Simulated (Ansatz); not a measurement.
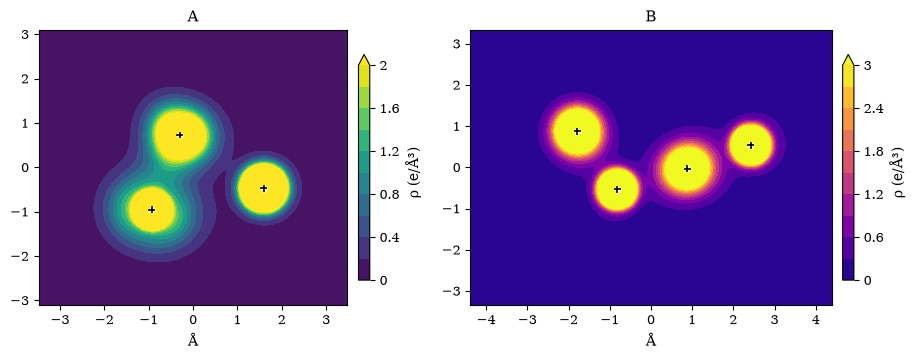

The total electron density of 2 systems, each on a plane through atoms (crosses mark nuclei in the plane).

Level of theory: Ansatz 0.2.0, RKS PBE0-D4/def2-TZVPPD.

System 1: Al₂FH₂O (charge −1), the plane of atoms O1, Al2 and F4. Geometry: PBE0-D4/def2-TZVPD.

```xyz
6

O    -1.0043   -0.4763   -0.5741
Al    0.4936    0.1657    0.1170
Al   -2.3975   -1.1550   -1.1428
F     0.9635   -0.8607    1.4036
H     1.6641    0.1474   -1.0227
H     0.2142    1.6606    0.7139
```

System 2: H₂MgNS (charge −1), the plane of atoms N1, Mg2 and S3. Geometry: PBE0-D4/def2-TZVPD; the highest occupied orbital lies above zero, a sign that basis and functional describe the outermost electron poorly.

```xyz
5

N    -0.3695    0.1462    0.0102
Mg    0.9584   -1.2066    1.2073
S     1.1431    0.1665   -0.9545
H    -0.5996    1.0898    0.2996
H    -1.1323   -0.1959   -0.5626
```

Which map belongs to which system?

Answer. Panel A is system 2, H₂MgNS: the plane holds N, Mg and S. S–N (1.79 Å): ρ is about 1.2 e/Å³ halfway. Panel B is system 1, Al₂FH₂O: the plane holds O, Al and F. Al–O (1.65 Å): ρ at the midpoint is about 1 e/Å³.
